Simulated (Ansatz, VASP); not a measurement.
# Cross-check of Co2TeS between VASP and Ansatz

Aim: how closely do two programs agree when they are given the same cell, functional and k mesh? The cell is invented: As first built, before any earlier steps moved the atoms: it takes the Mg2TeS structure with some of its atoms replaced by other elements, volume scaled by an estimate. It may not be a known or stable phase. The cell comes out of earlier VASP steps on this material, which relaxed, scaled or displaced it; both programs get it as it stands.

Calculated with Ansatz 0.2.0; plane waves, with VASP 6.6.1 beside it; relaxation of cell and atoms at RPBE.

**1. The structure**

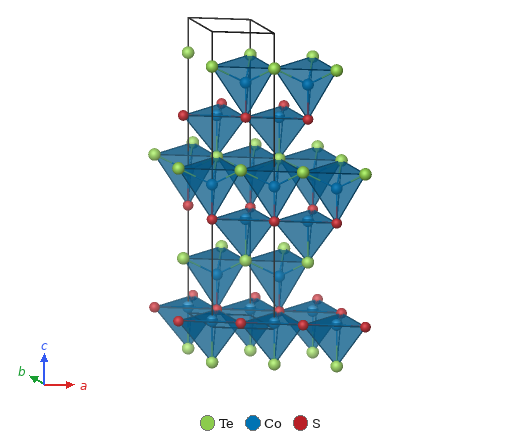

The starting structure, seen slightly off an axis (tellurium green, cobalt blue, sulfur red). 2×1×1 cells are drawn. This picture shows the conventional cell, with its axes. Bonds to atoms that aren't drawn are left out. Some periodic images of atoms are drawn too.

**2. VASP: relaxation of cell and atoms, RPBE**

The relaxed volume is the usual yardstick between codes: its relative difference is about their pressure difference at one cell divided by the bulk modulus.

Lines of VASP's logs that name or quote its potential files are left out, and so is its time.

The input, INCAR:

```
SYSTEM = Co2TeS
PREC = Accurate
ENCUT = 400
EDIFF = 1E-06
NELM = 100
ISMEAR = -1
SIGMA = 0.05
LREAL = .FALSE.
ALGO = Normal
GGA = RP
NBANDS = 23
ISPIN = 2
MAGMOM = 0 2 2 0
LMAXMIX = 4
LORBIT = 11
LWAVE = .FALSE.
LCHARG = .FALSE.
KPAR = 2
IBRION = 2
NSW = 60
ISIF = 3
EDIFFG = -0.01
```

The input, POSCAR:

```
Co2TeS
1.0
    1.8730742955      1.0814199216      6.0459241916
   -1.8730742955      1.0814199216      6.0459241916
    0.0000000000     -2.1628398432      6.0459241916
Te Co S
1 2 1
Direct
    0.8816050398      0.8816050398      0.8816050398
    0.0210346112      0.0210346112      0.0210346112
    0.4824980508      0.4824980508      0.4824980508
    0.3648649681      0.3648649681      0.3648649681
```

The input, KPOINTS:

```
Automatic mesh
0
Gamma
7 7 7
0 0 0
```

Potentials, in the order of the species: Te, Co and S (PBE family, release 64).

Launch:

```sh
> mpirun -np 2 vasp_std
```

Numbers of over 12 decimals in the logs are rounded to 6 here.

The log of the run:

```text
[banner, memory and clock lines left out]
running    2 mpi-ranks, on    1 nodes
 distrk:  each k-point on    1 cores,    2 groups
 distr:  one band on    1 cores,    1 groups

 POSCAR found type information on POSCAR TeCoS
 POSCAR found :  3 types and       4 ions
|                                                                             |
|               ----> ADVICE to this user running VASP <----                  |
|                                                                             |
|     You enforced a specific xc type in the INCAR file but a different       |
|     [... a line on the potential file left out ...]
|     I HOPE YOU KNOW WHAT YOU ARE DOING!                                     |
|                                                                             |

 LDA part: xc-table for (Slater+PW92), standard interpolation
 POSCAR, INCAR and KPOINTS ok, starting setup
 FFT: planning ... GRIDC
 FFT: planning ... GRID_SOFT
 FFT: planning ... GRID
 WAVECAR not read
 entering main loop
       N       E                     dE             d eps       ncg     rms          rms(c)
DAV:   1     0.169175000090E+03    0.16918E+03   -0.10408E+04  4048   0.107E+03
DAV:   2    -0.763542590135E+01   -0.17681E+03   -0.16559E+03  4125   0.259E+02
DAV:   3    -0.213608522859E+02   -0.13725E+02   -0.13349E+02  5028   0.831E+01
DAV:   4    -0.217956684210E+02   -0.43482E+00   -0.43410E+00  4909   0.156E+01
DAV:   5    -0.218129490651E+02   -0.17281E-01   -0.17278E-01  5370   0.313E+00    0.173E+01
DAV:   6    -0.265278338391E+02   -0.47149E+01   -0.49110E+01  5145   0.106E+02    0.273E+01
DAV:   7    -0.208035036143E+02    0.57243E+01   -0.18552E+01  4973   0.970E+01    0.137E+01
DAV:   8    -0.214232440310E+02   -0.61974E+00   -0.17498E+01  5382   0.625E+01    0.174E+01
DAV:   9    -0.201689308426E+02    0.12543E+01   -0.10707E+01  6165   0.387E+01    0.483E+00
DAV:  10    -0.201138663221E+02    0.55065E-01   -0.55029E-01  6161   0.976E+00    0.112E+00
DAV:  11    -0.201169827090E+02   -0.31164E-02   -0.28202E-02  5245   0.153E+00    0.803E-01
DAV:  12    -0.201180489521E+02   -0.10662E-02   -0.60798E-03  5695   0.110E+00    0.340E-01
DAV:  13    -0.201196796293E+02   -0.16307E-02   -0.48549E-03  6401   0.887E-01    0.251E-01
DAV:  14    -0.201201269435E+02   -0.44731E-03   -0.87577E-04  6457   0.369E-01    0.191E-01
DAV:  15    -0.201205034135E+02   -0.37647E-03   -0.15060E-03  6447   0.653E-01    0.806E-02
DAV:  16    -0.201206198488E+02   -0.11644E-03   -0.56149E-04  6555   0.284E-01    0.555E-02
DAV:  17    -0.201206505196E+02   -0.30671E-04   -0.16853E-04  6785   0.186E-01    0.363E-02
DAV:  18    -0.201206580510E+02   -0.75313E-05   -0.73388E-05  6476   0.132E-01    0.916E-03
DAV:  19    -0.201206604511E+02   -0.24001E-05   -0.15858E-05  4847   0.440E-02    0.423E-03
DAV:  20    -0.201206608549E+02   -0.40380E-06   -0.27245E-06  2868   0.220E-02
   1 F= -.20120661E+02 E0= -.20106364E+02  d E =-.201207E+02  mag=     0.9917
[... from here on, the cycles between the ionic steps are left out ...]
   2 F= -.20121538E+02 E0= -.20107302E+02  d E =-.877111E-03  mag=     0.9941
  10 F= -.20124814E+02 E0= -.20111164E+02  d E =-.120724E-02  mag=     1.0637
  11 F= -.20124811E+02 E0= -.20111167E+02  d E =-.120354E-02  mag=     1.0642
  12 F= -.20124837E+02 E0= -.20111185E+02  d E =-.267495E-04  mag=     1.0653
  13 F= -.20124843E+02 E0= -.20111181E+02  d E =-.324753E-04  mag=     1.0665
  14 F= -.20124847E+02 E0= -.20111168E+02  d E =-.383829E-05  mag=     1.0686
  15 F= -.20124846E+02 E0= -.20111160E+02  d E =-.301582E-05  mag=     1.0698
  16 F= -.20124838E+02 E0= -.20111138E+02  d E =0.461239E-05  mag=     1.0716
  17 F= -.20124842E+02 E0= -.20111144E+02  d E =0.779825E-06  mag=     1.0713
  18 F= -.20124845E+02 E0= -.20111151E+02  d E =-.184566E-05  mag=     1.0708
  19 F= -.20124846E+02 E0= -.20111154E+02  d E =-.252191E-05  mag=     1.0705
  20 F= -.20124846E+02 E0= -.20111150E+02  d E =-.313030E-05  mag=     1.0704
 curvature:  -0.06 expect dE=-0.208E-05 dE for cont linesearch -0.579E-06
 ZBRENT: accuracy reached
 trial: gam=-0.15573 g(F)=  0.177E-04 g(S)=  0.161E-04 ort = 0.438E-04 (trialstep = 0.349E+00)
 search vector abs. value=  0.250E-04
 bond charge predicted
       N       E                     dE             d eps       ncg     rms          rms(c)
DAV:   1    -0.201248554880E+02   -0.97002E-05   -0.40468E-04  4384   0.171E-01    0.296E-02
DAV:   2    -0.201248800757E+02   -0.24588E-04   -0.20459E-04  5065   0.247E-01    0.559E-02
DAV:   3    -0.201248677865E+02    0.12289E-04   -0.24019E-04  5055   0.266E-01    0.637E-02
DAV:   4    -0.201248452785E+02    0.22508E-04   -0.84730E-05  4960   0.156E-01    0.662E-03
DAV:   5    -0.201248450395E+02    0.23897E-06   -0.44231E-06  4159   0.144E-02
  21 F= -.20124845E+02 E0= -.20111147E+02  d E =0.114167E-05  mag=     1.0709
 trial-energy change:    0.000001  1 .order   -0.000006   -0.000009   -0.000002
 step:   0.4657(harm=  0.4657)  dis= 0.00024  next Energy=   -20.124852 (dE=-0.626E-05)
 reached required accuracy - stopping structural energy minimisation
```

From OUTCAR (step 2):

```text
ion  position               nearest neighbor table
   1  0.882  0.882  0.882-   3 2.47   3 2.47   3 2.47   2 2.53
   2  0.021  0.021  0.021-   4 2.17   4 2.17   4 2.17   1 2.53
   3  0.482  0.482  0.482-   4 2.13   1 2.47   1 2.47   1 2.47
   4  0.365  0.365  0.365-   3 2.13   2 2.17   2 2.17   2 2.17

  LATTYP: Found a trigonal (rhomboedric) cell.
 ALAT       =     6.4211428651
 COS(alpha) =     0.8298173280

 Subroutine GETGRP returns: Found  6 space group operations
 (whereof  6 operations were pure point group operations)

The static configuration has the point symmetry C_3v.

 Found     44 irreducible k-points:

   k-points           NKPTS =     44   k-points in BZ     NKDIM =     44   number of bands    NBANDS=     23

   dimension x,y,z NGX =    42 NGY =   42 NGZ =   42
   dimension x,y,z NGXF=    84 NGYF=   84 NGZF=   84

   ENCUT  =  400.0 eV  29.40 Ry    5.42 a.u.  10.47 10.47 10.47*2*pi/ulx,y,z

   NELECT =      30.0000    total number of electrons

 k-points in reciprocal lattice and weights: Automatic mesh
   0.00000000  0.00000000  0.00000000       0.003
   0.14285714  0.00000000 -0.00000000       0.017
   0.28571429  0.00000000 -0.00000000       0.017
   0.42857143  0.00000000 -0.00000000       0.017
   0.14285714  0.14285714 -0.00000000       0.017
   0.28571429  0.14285714 -0.00000000       0.035
   0.42857143  0.14285714  0.00000000       0.035
  -0.42857143  0.14285714 -0.00000000       0.035
  -0.28571429  0.14285714  0.00000000       0.035
[...]
0.42857143  0.42857143  0.42857143       0.006
  -0.42857143  0.42857143  0.42857143       0.017

 average (electrostatic) potential at core
       1 -87.6802       2 -81.0894       3 -81.0383       4 -85.2131

 E-fermi :   7.4946

 spin component 1
 k-point     1 :       0.0000    0.0000    0.0000
  band No.  band energies     occupation
    ...
      9       5.8003      1.00000
     10       5.9745      1.00000
     11       5.9745      1.00000
     12       6.0675      1.00000
     13       6.0675      1.00000
     14       8.4967      0.00000
     15       8.4967      0.00000
     16       8.6820      0.00000
     17       9.8104      0.00000
     18       9.8104      0.00000
    ...

 k-point     2 :       0.1429    0.0000   -0.0000
  band No.  band energies     occupation
    ...
     10       5.8660      1.00000
     11       5.8822      1.00000
     12       6.1173      1.00000
     13       6.1872      1.00000
     14       7.4596      0.66826
     15       8.2032      0.00000
     16       8.7145      0.00000
     17       8.9430      0.00000
     18       9.2608      0.00000
     19      11.7403      0.00000
    ...

 k-point     3 :       0.2857    0.0000   -0.0000
  band No.  band energies     occupation
    ...
     10       5.6899      1.00000
     11       5.7890      1.00000
     12       6.1811      1.00000
     13       6.2949      1.00000
     14       6.6514      1.00000
     15       7.5230      0.36193
     16       7.5683      0.18650
     17       8.4280      0.00000
     18       8.4558      0.00000
     19      12.2172      0.00000
    ...

 k-point     4 :       0.4286    0.0000   -0.0000
  band No.  band energies     occupation
    ...
     12       6.0988      1.00000
     13       6.2339      1.00000
     14       6.4550      1.00000
     15       6.9791      0.99997
     16       7.1539      0.99890
     17       7.7357      0.00799
     18       8.0084      0.00003
     19      12.1107      0.00000
     20      12.5649      0.00000
     21      13.7370      0.00000
    ...

 k-point     5 :       0.1429    0.1429   -0.0000
  band No.  band energies     occupation
    ...
      9       5.7342      1.00000
     10       5.8892      1.00000
     11       5.8910      1.00000
     12       6.1255      1.00000
     13       6.1339      1.00000
     14       7.5777      0.15953
     15       8.0703      0.00001
     16       8.4731      0.00000
     17       9.0509      0.00000
     18       9.4512      0.00000
    ...

 k-point     6 :       0.2857    0.1429   -0.0000
  band No.  band energies     occupation
    ...
     10       5.8064      1.00000
     11       5.8543      1.00000
     12       6.0889      1.00000
     13       6.2793      1.00000
     14       6.8401      1.00000
     15       7.5565      0.22492
     16       7.7345      0.00818
     17       8.3436      0.00000
     18       8.9396      0.00000
     19      12.5707      0.00000
    ...

  Total       -0.0020584     -0.0020584     -0.0145104      0.0000000      0.0000000     -0.0000000
  in kB       -0.0451381     -0.0451381     -0.3181931      0.0000000      0.0000000     -0.0000000
  external PRESSURE =      -0.1361564 kB  Pullay stress =       0.0000000 kB

  energy-cutoff  :      400.00
  volume of cell :       73.06
      direct lattice vectors                 reciprocal lattice vectors
     1.878461524  1.084530239  5.977285092     0.266175268  0.153676367  0.055766678
    -1.878461524  1.084530239  5.977285092    -0.266175268  0.153676367  0.055766678
     0.000000000 -2.169060479  5.977285092     0.000000000 -0.307352733  0.055766678

 POSITION                                       TOTAL-FORCE (eV/Angst)
 -----------------------------------------------------------------------------------
      0.00000      0.00000     15.79682        -0.000000     -0.000000     -0.000462
      0.00000      0.00000      0.42957         0.000000     -0.000000      0.004297
      0.00000      0.00000      8.63837        -0.000000      0.000000     -0.009342
      0.00000      0.00000      6.51603         0.000000      0.000000      0.005506
 -----------------------------------------------------------------------------------
    total drift:                                0.000000     -0.000003      0.000442

  FREE ENERGIE OF THE ION-ELECTRON SYSTEM (eV)
  ---------------------------------------------------
  free  energy   TOTEN  =       -20.1248450395 eV

  energy  without entropy=      -20.0974490504  energy(sigma->0) =      -20.11114704

 reached required accuracy - stopping structural energy minimisation

 total charge
# of ion       s       p       d       tot
------------------------------------------
    1        1.363   1.935   0.095   3.393
    2        0.408   0.467   7.426   8.302
    3        0.421   0.448   7.448   8.317
    4        1.329   2.372   0.000   3.701
--------------------------------------------------
tot          3.521   5.223  14.969  23.713

 magnetization (x)
# of ion       s       p       d       tot
------------------------------------------
    1        0.009  -0.034  -0.002  -0.026
    2        0.007   0.005   0.555   0.567
    3        0.015   0.009   0.457   0.481
    4        0.003   0.038   0.000   0.041
--------------------------------------------------
tot          0.034   0.018   1.010   1.062

[... 6 further parts left out ...]
```

[end of part 1 of 2]

[Lines on the potential files, build, host, timing and source positions are cut from VASP's logs without a mark.]

[Logs are printed without paths, hosts, clocks, repeated set-up lines and the standing remarks that a program may print on its own settings, such as how far it seeks lower states.]

[Hosts, paths, dates, database ids (printed as entryN), source tags and the programs' standing remarks are cut or masked in the printed files.]
